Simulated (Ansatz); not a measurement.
# AlH (SMILES [AlH]): levels of theory compared

We compute a comparison of 6 runs (CAM-B3LYP/3-21G, SVWN5/3-21G, r2SCAN/3-21G, wB97X/cc-pVTZ, UCCSD(T)/3-21G, CCSD(T)/cc-pVTZ) of AlH. 

Program for the calculation: Ansatz 0.2.0.

53 further runs of the same task are left out: 53 set aside as unsound or not needed.

## Step 1: Starting point

AlH: 2 atoms, total charge 0, spin state singlet. SMILES: `[AlH]`. The H2–Al1 distance was set to 3.227 Å, away from the relaxed value.

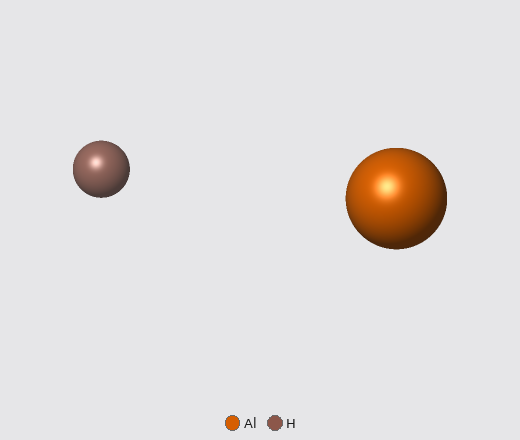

The structure, seen from a chosen angle (aluminium orange, hydrogen brown).

## Step 2: A single-point energy at CAM-B3LYP/3-21G (run 1)

Input file molecule.yaml:

```yaml
crystal:
  periodic: [false, false, false]
  atoms:
    - {symbol: Al, position_ang: [0.000000, 0.000000, -1.613430]}
    - {symbol: H, position_ang: [0.000000, 0.000000, 1.613470]}
basis:
  gaussian:
    orbitals: 3-21G.json
hamiltonian:
  xc: {name: CAM-B3LYP}
accuracy: high
```

The basis set 3-21G is read from a file made from the Basis Set Exchange's data (not shown).

Started as:

```
ansatz run molecule.yaml --threads 1 --pin off --max-ram 2610MiB --events-out events.jsonl --progress --plain --runs-dir runs
```

Log:

```text
Warning: RAYON_NUM_THREADS=1 ignored (pool sized by the plan → 1); use --threads N
Functional definition: CAM-B3LYP
  name "CAM-B3LYP"
  parameter alpha = 0.19
  parameter beta = 0.46
  parameter omega = 0.33/bohr
  parameter ac = 0.81
  exchange = (1 - alpha - beta)*b88_x + beta*b88_x_sr(omega) + alpha*exact_x + beta*exact_x_lr(omega)
  correlation = (1 - ac)*vwn5_c + ac*lyp_c
275 factors; integrals over basis functions are off by at most 5.6e-9 eV
135 factors; integrals over basis functions are off by at most 1.9e-9 eV
mean field evaluation 1: about -6569.7101 eV, gradient 1.5e1 eV
mean field evaluation 2: about -6566.7465 eV, gradient 2.0e1 eV
mean field evaluation 4: about -6572.1973 eV, gradient 3.7e-1 eV
mean field evaluation 8: about -6572.1982 eV, gradient 1.4e-2 eV
mean field evaluation 16: about -6572.1982 eV, gradient 3.2e-8 eV
mean field -6572.19818090 eV, -241.5238283520 hartree, gradient 3.7e-8 eV, S^2 0.000000; 0 other end points of the search recorded, 0 dependent functions left out
reference -6572.19819438 eV, -241.5238288476 hartree; 7, 7 occupied and 8, 8 virtual orbitals, 275 factors
Total energy: -6572.19819438 eV, -241.5238288476 hartree
```

It took 0.65 s on 1 thread of Intel Xeon Platinum 8259CL at 2.50GHz (Skylake/Cascade Lake), shared host; peak memory 0.097 GiB.

## Step 3: The energy at SVWN5/3-21G (run 2)

Input file run.yaml:

```yaml
crystal:
  periodic: [false, false, false]
  atoms:
    - {symbol: Al, position_ang: [0.000000, 0.000000, -1.613430]}
    - {symbol: H, position_ang: [0.000000, 0.000000, 1.613470]}
basis:
  gaussian: {orbitals: 3-21G.json}
accuracy: high
hamiltonian: {xc: {name: SVWN5}}
```

The basis set 3-21G is read from a file made from the Basis Set Exchange's data (not shown).

Started as:

```
ansatz run run.yaml --threads 1 --pin off --max-ram 2610MiB --events-out events.jsonl --progress --plain --runs-dir runs
```

Log:

```text
Warning: RAYON_NUM_THREADS=1 ignored (pool sized by the plan → 1); use --threads N
Functional definition: SVWN5
  name "SVWN5"
  exchange = slater_x
  correlation = vwn5_c
275 factors; integrals over basis functions are off by at most 5.6e-9 eV
mean field evaluation 1: about -6540.7344 eV, gradient 1.7e1 eV
mean field evaluation 2: about -6529.8756 eV, gradient 1.8e1 eV
mean field evaluation 4: about -6542.2091 eV, gradient 1.2e1 eV
mean field evaluation 8: about -6543.6013 eV, gradient 4.4e-1 eV
mean field evaluation 16: about -6543.6015 eV, gradient 2.8e-5 eV
mean field -6543.60145084 eV, -240.4729179061 hartree, gradient 3.9e-8 eV, S^2 0.000000; 0 other end points of the search recorded, 0 dependent functions left out
reference -6543.60145311 eV, -240.4729179894 hartree; 7, 7 occupied and 8, 8 virtual orbitals, 275 factors
Total energy: -6543.60145311 eV, -240.4729179894 hartree
```

It took 0.49 s on 1 thread of Intel Xeon Platinum 8259CL at 2.50GHz (Skylake/Cascade Lake), shared host.

Runs 3 to 4 aren't shown in full; the table further down has their settings and results.

## Step 4: A single-point energy at UCCSD(T)/3-21G (run 5)

Input file job.yaml:

```yaml
crystal:
  periodic: [false, false, false]
  atoms:
    - {symbol: Al, position_ang: [0.000000, 0.000000, -1.613430]}
    - {symbol: H, position_ang: [0.000000, 0.000000, 1.613470]}
basis:
  gaussian: {orbitals: 3-21G.json}
magnetization: {spin_polarized: true}
correlation: {method: ccsd_t, frozen_orbitals: {Al: 5, H: 0}}
accuracy: high
scf: {omitted_lower_state_checks: [cluster_reference, increment]}
```

The basis set 3-21G is read from a file made from the Basis Set Exchange's data (not shown).

Started as:

```
ansatz run job.yaml --threads 1 --pin off --max-ram 2610MiB --events-out events.jsonl --progress --plain --runs-dir runs
```

Log:

```text
Warning: RAYON_NUM_THREADS=1 ignored (pool sized by the plan → 1); use --threads N
[... 17 lines left out ...]
5 core orbitals not correlated: weight in the atoms' cores, before any rotation towards them, 1.000 or more for the frozen orbitals, at most 0.000 for the correlated occupied ones
[... 34 lines left out ...]
WARN: these amplitudes may be one of several solutions (largest doubles amplitude 0.55, level shift 0.00 eV)
Total energy: -6560.56366662 eV, -241.0962678386 hartree
Checks for a lower state left out: cluster_reference, increment
```

Wall time 0.52 s (1 thread of Intel Xeon Platinum 8259CL at 2.50GHz (Skylake/Cascade Lake), shared host).

## Step 5: The energy at CCSD(T)/cc-pVTZ (run 6)

Input file job.yaml:

```yaml
crystal:
  periodic: [false, false, false]
  atoms:
    - symbol: Al
      position_ang: [0.000000, 0.000000, -1.613430]
    - symbol: H
      position_ang: [0.000000, 0.000000, 1.613470]
basis:
  gaussian: {orbitals: cc-pVTZ}
correlation: {method: ccsd_t, frozen_orbitals: {Al: 5, H: 0}}
accuracy: high
magnetization: {spin_polarized: false, initial_magnetization: 0}
scf: {omitted_lower_state_checks: [cluster_reference, increment]}
```

Started as:

```
ansatz run job.yaml --threads 1 --pin off --max-ram 2610MiB --events-out events.jsonl --progress --plain --runs-dir runs
```

Log:

```text
Warning: RAYON_NUM_THREADS=1 ignored (pool sized by the plan → 1); use --threads N
[... 13 lines left out ...]
5 core orbitals not correlated: weight in the atoms' cores, before any rotation towards them, 1.000 or more for the frozen orbitals, at most 0.000 for the correlated occupied ones
[... 29 lines left out ...]
Total energy: -6597.52573862 eV, -242.4545989308 hartree
Checks for a lower state left out: cluster_reference, increment
```

It took 0.93 s on 1 thread of Intel Xeon Platinum 8259CL at 2.50GHz (Skylake/Cascade Lake), shared host; peak memory 0.12 GiB.

## Step 6: Overview of the runs

```csv
run,level,frozen core orbitals,energy (Eh),wall time
1,CAM-B3LYP/3-21G,–,-241.523829,0.65 s
2,SVWN5/3-21G,–,-240.472918,0.49 s
3,r2SCAN/3-21G,–,-241.482432,1.4 s
4,wB97X/cc-pVTZ,–,-242.867536,4.8 s
5,UCCSD(T)/3-21G,5,-241.096268,0.52 s
6,CCSD(T)/cc-pVTZ,5,-242.454599,0.93 s
```

## Step 7: Results

| quantity | value |
| --- | --- |
| run 6: total energy | -242.45460 Eh |
| run 6: correlation energy (5 core orbitals frozen) | -101.0 mEh |
| run 6: (T) correction | -4.70 mEh |
| run 6: T1 diagnostic | 0.086 |

What this shows: Totals of different functionals can't be ranked against each other. In run 6 the T1 diagnostic is large, so a single reference may not serve. In run 6 the log says that unrestricted orbitals would lower the reference, so the values rest on an unstable closed-shell determinant (other closed-shell runs at this shape may share the fault). Spin contamination of the reference: run 5 ⟨S²⟩ = 0.86. Where it is this large, the reference is a mixture of spin states, and values that rest on it are in doubt. All runs together took 8.8 s, the longest 4.8 s.
